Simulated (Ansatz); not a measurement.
# GeH₅ (doublet): HSE06, B2PLYP, RPA-PBE over a scan of the distance H1–H2 along a hydrogen transfer, cc-pVTZ, part 2 of 2

Ansatz 0.2.0, Gaussian basis; cc-pVTZ, all electrons in the functionals, frozen cores in the correlation of double hybrids and RPA.

## 12. RPA-PBE, 0.745 Å

Contents of in.yaml:

```yaml
crystal:
  periodic: [false, false, false]
  atoms:
    - {symbol: H, position_ang: [-2.838041, 0.000000, -0.000001]}
    - {symbol: H, position_ang: [-2.093041, 0.000000, -0.000001]}
    - {symbol: Ge, position_ang: [0.046959, 0.000000, 0.000000]}
    - {symbol: H, position_ang: [0.515627, -1.465915, 0.000000]}
    - {symbol: H, position_ang: [0.515628, 0.732957, -1.269519]}
    - {symbol: H, position_ang: [0.515627, 0.732957, 1.269520]}
basis:
  gaussian: {orbitals: cc-pVTZ}
magnetization: {spin_polarized: true, initial_magnetization: 1}
hamiltonian: {xc: {name: PBE}}
correlation: {method: rpa, electrons: outside_noble_gas}
```

On the command line:

```console
> ansatz run in.yaml --threads 2 --pin off --events-out ev --progress --plain --max-ram 16896MiB --backend cuda --devices 0, --max-vram 18GiB
```

The log of the run, cut to the lines that bear on the results:

```text
Functional definition: PBE
  name "PBE"
  cite "Perdew, Burke & Ernzerhof, Phys. Rev. Lett. 77, 3865 (1996) doi:10.1103/PhysRevLett.77.3865"
  parent pbe
[...]
649 factors; integrals over basis functions are off by at most 1.2e-3 eV
[...]
mean field -56589.30140899 eV, -2079.6184691742 hartree, gradient 1.3e-6 eV, S^2 0.752421; 0 other end points of the search recorded, 0 dependent functions left out
14 core orbitals not correlated: weight in the atoms' cores, before any rotation towards them, 0.998 or more for the frozen orbitals, at most 0.001 for the correlated occupied ones
reference -56550.48913609 eV, -2078.1921444532 hartree; 5, 4 occupied and 94, 95 virtual orbitals, 649 factors
Total energy: -56559.63470110 eV, -2078.5282377682 hartree
```

Run time: 1.9 s. Hardware: 1 × H100 (card shared with other runs) with 2 threads of AMD EPYC 7R13, shared host; peak host memory 0.88 GiB.

From the report: ⟨S²⟩ of the determinant 0.752 (pure doublet: 0.75).

## 13. RPA-PBE, 0.832 Å

Contents of in.yaml:

```yaml
crystal:
  periodic: [false, false, false]
  atoms:
    - {symbol: H, position_ang: [-2.839170, 0.000000, -0.000001]}
    - {symbol: H, position_ang: [-2.007170, 0.000000, -0.000001]}
    - {symbol: Ge, position_ang: [0.045830, 0.000000, 0.000000]}
    - {symbol: H, position_ang: [0.514498, -1.465915, 0.000000]}
    - {symbol: H, position_ang: [0.514499, 0.732957, -1.269519]}
    - {symbol: H, position_ang: [0.514498, 0.732957, 1.269520]}
basis:
  gaussian: {orbitals: cc-pVTZ}
magnetization: {spin_polarized: true, initial_magnetization: 1}
hamiltonian: {xc: {name: PBE}}
correlation: {method: rpa, electrons: outside_noble_gas}
```

The command is unchanged.

The log of the run, cut to the lines that bear on the results:

```text
Functional definition: PBE
  name "PBE"
  cite "Perdew, Burke & Ernzerhof, Phys. Rev. Lett. 77, 3865 (1996) doi:10.1103/PhysRevLett.77.3865"
  parent pbe
[...]
652 factors; integrals over basis functions are off by at most 1.4e-3 eV
[...]
mean field -56589.27342605 eV, -2079.6174408201 hartree, gradient 1.8e-6 eV, S^2 0.753051; 0 other end points of the search recorded, 0 dependent functions left out
14 core orbitals not correlated: weight in the atoms' cores, before any rotation towards them, 0.998 or more for the frozen orbitals, at most 0.001 for the correlated occupied ones
reference -56550.33168804 eV, -2078.1863583440 hartree; 5, 4 occupied and 94, 95 virtual orbitals, 652 factors
Total energy: -56559.53882144 eV, -2078.5247142555 hartree
```

Wall time 3.2 s (1 × H100 (card shared with other runs) with 2 threads of AMD EPYC 7R13, shared host); peak host memory 0.88 GiB.

From the report: ⟨S²⟩ of the determinant 0.753 (pure doublet: 0.75).

From 0.745 Å: +0.096 eV.

## 14. RPA-PBE, 1.006 Å

Contents of in.yaml:

```yaml
crystal:
  periodic: [false, false, false]
  atoms:
    - {symbol: H, position_ang: [-2.841428, 0.000000, -0.000001]}
    - {symbol: H, position_ang: [-1.835428, 0.000000, -0.000001]}
    - {symbol: Ge, position_ang: [0.043572, 0.000000, 0.000000]}
    - {symbol: H, position_ang: [0.512240, -1.465915, 0.000000]}
    - {symbol: H, position_ang: [0.512241, 0.732957, -1.269519]}
    - {symbol: H, position_ang: [0.512240, 0.732957, 1.269520]}
basis:
  gaussian: {orbitals: cc-pVTZ}
magnetization: {spin_polarized: true, initial_magnetization: 1}
hamiltonian: {xc: {name: PBE}}
correlation: {method: rpa, electrons: outside_noble_gas}
```

The command is unchanged.

The log of the run, cut to the lines that bear on the results:

```text
Functional definition: PBE
  name "PBE"
  cite "Perdew, Burke & Ernzerhof, Phys. Rev. Lett. 77, 3865 (1996) doi:10.1103/PhysRevLett.77.3865"
  parent pbe
[...]
655 factors; integrals over basis functions are off by at most 9.2e-4 eV
[...]
mean field -56588.99272326 eV, -2079.6071251830 hartree, gradient 2.4e-6 eV, S^2 0.755249; 0 other end points of the search recorded, 0 dependent functions left out
14 core orbitals not correlated: weight in the atoms' cores, before any rotation towards them, 0.998 or more for the frozen orbitals, at most 0.001 for the correlated occupied ones
reference -56549.87376370 eV, -2078.1695299349 hartree; 5, 4 occupied and 94, 95 virtual orbitals, 655 factors
Total energy: -56559.15486259 eV, -2078.5106040280 hartree
```

Wall time 1.9 s (1 × H100 (card shared with other runs) with 2 threads of AMD EPYC 7R13, shared host); peak host memory 0.89 GiB.

From the report: ⟨S²⟩ of the determinant 0.755 (pure doublet: 0.75).

From 0.745 Å: +0.480 eV.

## 15. RPA-PBE, 1.181 Å

Contents of in.yaml:

```yaml
crystal:
  periodic: [false, false, false]
  atoms:
    - {symbol: H, position_ang: [-2.843699, 0.000000, -0.000001]}
    - {symbol: H, position_ang: [-1.662699, 0.000000, -0.000001]}
    - {symbol: Ge, position_ang: [0.041301, 0.000000, 0.000000]}
    - {symbol: H, position_ang: [0.509970, -1.465915, 0.000000]}
    - {symbol: H, position_ang: [0.509970, 0.732957, -1.269519]}
    - {symbol: H, position_ang: [0.509969, 0.732957, 1.269520]}
basis:
  gaussian: {orbitals: cc-pVTZ}
magnetization: {spin_polarized: true, initial_magnetization: 1}
hamiltonian: {xc: {name: PBE}}
correlation: {method: rpa, electrons: outside_noble_gas}
```

The command is unchanged.

The log of the run, cut to the lines that bear on the results:

```text
Functional definition: PBE
  name "PBE"
  cite "Perdew, Burke & Ernzerhof, Phys. Rev. Lett. 77, 3865 (1996) doi:10.1103/PhysRevLett.77.3865"
  parent pbe
[...]
653 factors; integrals over basis functions are off by at most 1.1e-3 eV
[...]
mean field -56588.78913240 eV, -2079.5996433566 hartree, gradient 5.3e-7 eV, S^2 0.755383; 0 other end points of the search recorded, 0 dependent functions left out
14 core orbitals not correlated: weight in the atoms' cores, before any rotation towards them, 0.998 or more for the frozen orbitals, at most 0.001 for the correlated occupied ones
reference -56549.75993174 eV, -2078.1653466873 hartree; 5, 4 occupied and 94, 95 virtual orbitals, 653 factors
Total energy: -56558.94819661 eV, -2078.5030091933 hartree
```

It took 2.9 s on 1 × H100 (card shared with other runs) with 2 threads of AMD EPYC 7R13, shared host; peak host memory 0.88 GiB.

From the report: ⟨S²⟩ of the determinant 0.755 (pure doublet: 0.75).

From 0.745 Å: +0.687 eV.

## 16. RPA-PBE, 1.355 Å

Contents of in.yaml:

```yaml
crystal:
  periodic: [false, false, false]
  atoms:
    - {symbol: H, position_ang: [-2.845957, 0.000000, -0.000001]}
    - {symbol: H, position_ang: [-1.490957, 0.000000, 0.000000]}
    - {symbol: Ge, position_ang: [0.039043, 0.000000, 0.000000]}
    - {symbol: H, position_ang: [0.507712, -1.465915, 0.000000]}
    - {symbol: H, position_ang: [0.507712, 0.732957, -1.269519]}
    - {symbol: H, position_ang: [0.507712, 0.732957, 1.269520]}
basis:
  gaussian: {orbitals: cc-pVTZ}
magnetization: {spin_polarized: true, initial_magnetization: 1}
hamiltonian: {xc: {name: PBE}}
correlation: {method: rpa, electrons: outside_noble_gas}
```

Same command.

The log of the run, cut to the lines that bear on the results:

```text
Functional definition: PBE
  name "PBE"
  cite "Perdew, Burke & Ernzerhof, Phys. Rev. Lett. 77, 3865 (1996) doi:10.1103/PhysRevLett.77.3865"
  parent pbe
[...]
649 factors; integrals over basis functions are off by at most 1.7e-3 eV
[...]
mean field -56588.64813616 eV, -2079.5944618405 hartree, gradient 2.7e-6 eV, S^2 0.753057; 0 other end points of the search recorded, 0 dependent functions left out
14 core orbitals not correlated: weight in the atoms' cores, before any rotation towards them, 0.998 or more for the frozen orbitals, at most 0.001 for the correlated occupied ones
reference -56549.88418424 eV, -2078.1699128825 hartree; 5, 4 occupied and 94, 95 virtual orbitals, 649 factors
Total energy: -56558.87636586 eV, -2078.5003694619 hartree
```

Run time: 2.2 s. Hardware: 1 × H100 (card shared with other runs) with 2 threads of AMD EPYC 7R13, shared host; peak host memory 0.88 GiB.

From the report: ⟨S²⟩ of the determinant 0.753 (pure doublet: 0.75).

From 0.745 Å: +0.758 eV.

## 17. Against the wave-function levels

The yardstick is UCCSDT(Q), where the cluster series has nearly closed. It comes from earlier runs at the same points. Energies in eV, counted from 0.745 Å; blanks weren't run or aren't comparable.

```csv
level,0.745 Å,0.832 Å,1.006 Å,1.181 Å,1.355 Å
UCCSDT(Q),0.000,0.094,0.473,0.658,0.705
HSE06,0.000,0.053,0.369,0.555,0.644
B2PLYP,0.000,0.085,0.446,0.627,0.683
RPA-PBE,0.000,0.096,0.480,0.687,0.758
```

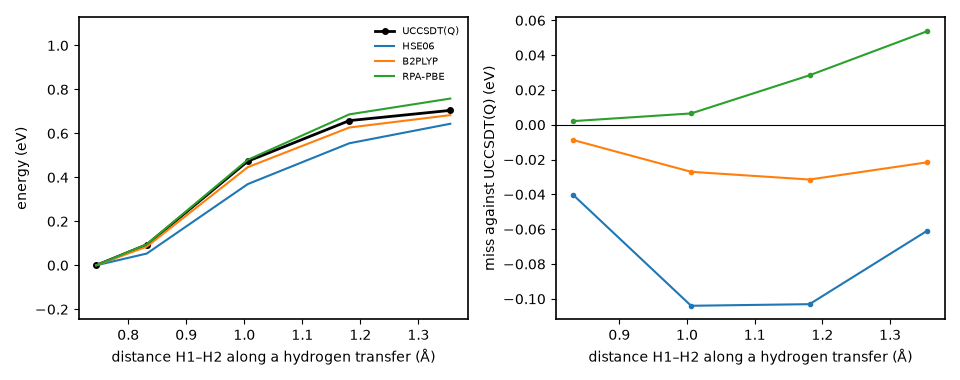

Left: the curves (the axis may cut off levels that run far away). Right: misses against UCCSDT(Q), in the same colours.

Largest miss and mean time a point (UCCSDT(Q) took 12 s a point; shared hosts):

```csv
level,largest miss (eV),where,time a point
HSE06,-0.104,1.006 Å,1.9 s
B2PLYP,-0.031,1.181 Å,2.4 s
RPA-PBE,+0.054,1.355 Å,2.4 s
```

## 18. Results

What follows sums up all 2 parts.

| quantity | value |
| --- | --- |
| span of the UCCSDT(Q) curve | 0.705 eV |
| largest miss, HSE06 | -0.104 eV (1.006 Å) |
| largest miss, B2PLYP | -0.031 eV (1.181 Å) |
| largest miss, RPA-PBE | +0.054 eV (1.355 Å) |

In words: Of the functionals, B2PLYP keep the smallest largest miss at the points compared (at most 0.031 eV) and HSE06 strays most (0.104 eV, at 1.006 Å). Functionals and the yardstick converge differently with the basis, so part of each miss in cc-pVTZ is the basis.
